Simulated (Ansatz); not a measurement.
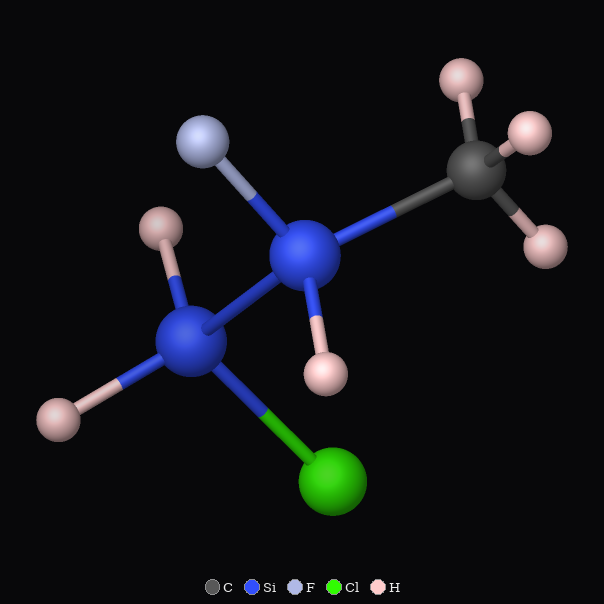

A ball-and-stick model of a molecule.

Description:

It has 11 atoms: 1 carbon, 6 hydrogen, 1 chlorine, 1 fluorine and 2 silicon (CH6ClFSi2). Its SMILES string is `C[Si@@H](F)[SiH2]Cl`. It has no ring. Among its groups: Si–H bond. This geometry has C1 symmetry. Coordination: 1 C tetrahedral; 2 Si tetrahedral.

More results for the same structure follow; atom numbers are the same in all pictures, views and colours differ. The geometry was computed by an optimisation with PBE0-D4/def2-TZVP.

## Shape

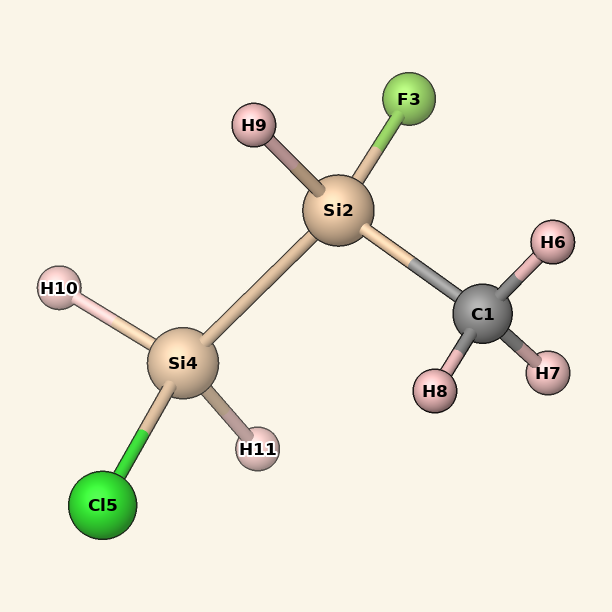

Distant atoms are faded towards the background colour.

> Find the stereocentres and stereogenic double bonds.

Centres: Si2.

> What are the Cahn–Ingold–Prelog descriptors?

Si2: S (priorities Si4 > F3 > C1 > H9).

## Dipole moment

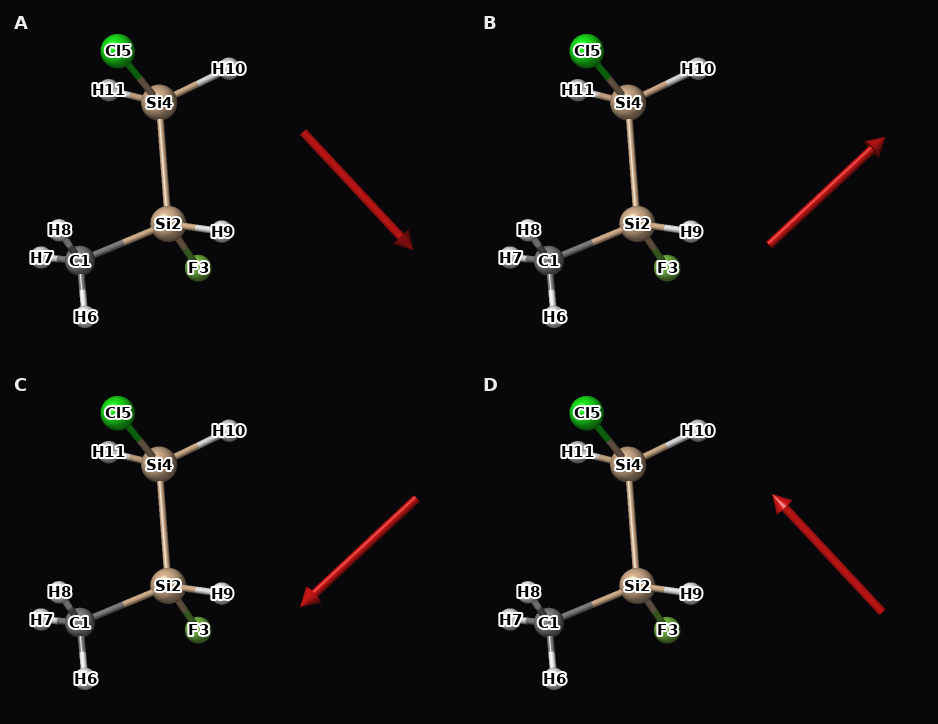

The same molecule four times, each with an arrow. Level of theory: RKS PBE0-D4/def2-TZVP (Ansatz 0.2.0).

> Which arrow points along the dipole moment, from the negative to the positive end?

C. The dipole moment is 0.93 D; it points from the side of H10 to the side of H6 (the outermost atoms at the two ends).

## Charges

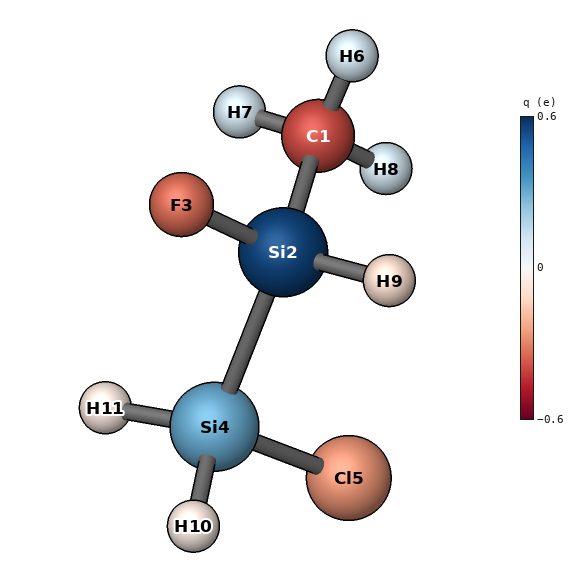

Atoms are coloured by their Mulliken charges. Properties computed with RKS B3LYP-D4/def2-TZVPP (Ansatz 0.2.0).

Give the Mulliken charges atom by atom.

| atom | value (e) |
| --- | --- |
| C1 | −0.39 |
| Si2 | 0.56 |
| F3 | −0.33 |
| Si4 | 0.30 |
| Cl5 | −0.26 |
| H6 | 0.11 |
| H7 | 0.11 |
| H8 | 0.12 |
| H9 | −0.10 |
| H10 | −0.05 |
| H11 | −0.06 |

## Vibrations

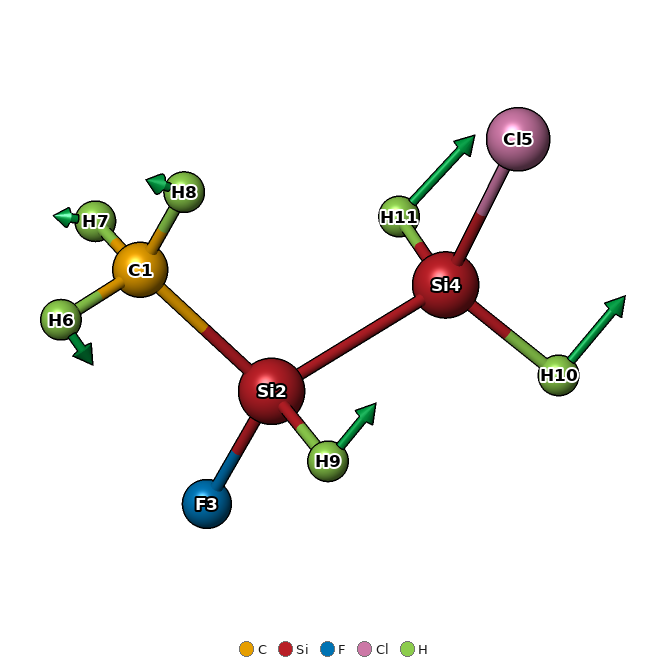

The arrows show one normal mode. Harmonic vibrations computed with RKS PBE0-D4/def2-TZVP (Ansatz 0.2.0) at a stationary point of the same level.

> What kind of motion is it?

Mostly angle bending.

> At what wavenumber does it lie?

779 cm⁻¹; it is mode 14 of 27 counted from the lowest.

Mulliken values depend strongly on the basis set and can even reverse the polarity of a bond.
